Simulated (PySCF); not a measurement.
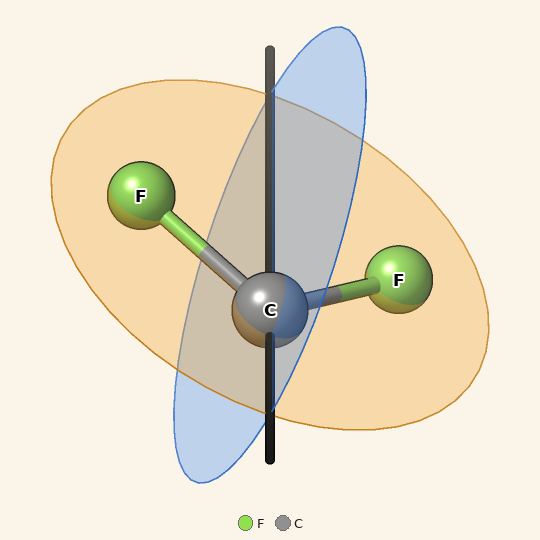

All proper rotation axes (lines) and mirror planes (discs) of the structure are drawn in. Depth is shown by fading: the farther an atom, the more it takes the colour of the background. The computed structure is the end point of a PBE0-D3(BJ)/def2-SVP optimisation. No frequency run is at hand to confirm it as a minimum.

**Name the symmetry elements and the point group.**

It has 1 C2 axis and 2 mirror planes. Point group C2v. The group has 4 operations. The geometry is achiral, and symmetry allows a dipole moment.
